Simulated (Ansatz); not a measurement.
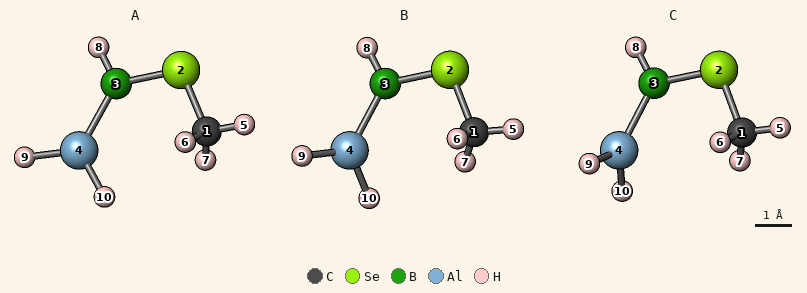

3 geometries from a converged minimum-energy path of CH6AlBSe, shuffled. Style: ball-and-stick. Shown at a tilt.

The calculation used RKS BLYP-D4/def2-SVP (Ansatz 0.2.0). Run with 5 movable images; climbing image; force threshold 0.05 eV/Å; iteration limit 60; starting path by image-dependent pair potential.

Which frame is the top of the path?

Answer. A. In order along the path, whose images run from 0 to 6: C (image 0, 0.0 kJ/mol), B (image 1, +0.9 kJ/mol), A (image 3, +6.1 kJ/mol). The motion is a rotation about the B3–Al4 bond by about 180°. No bond forms or breaks between the ends. Bond angles that change up to the highest image, for instance: C1–Se2–B3 103.4° → 105.6°.

The run took 88 s on 2 threads of Intel(R) Xeon(R) Platinum 8259CL CPU @ 2.50GHz (Skylake/Cascade Lake) (shared host), peak memory 0.17 GiB.
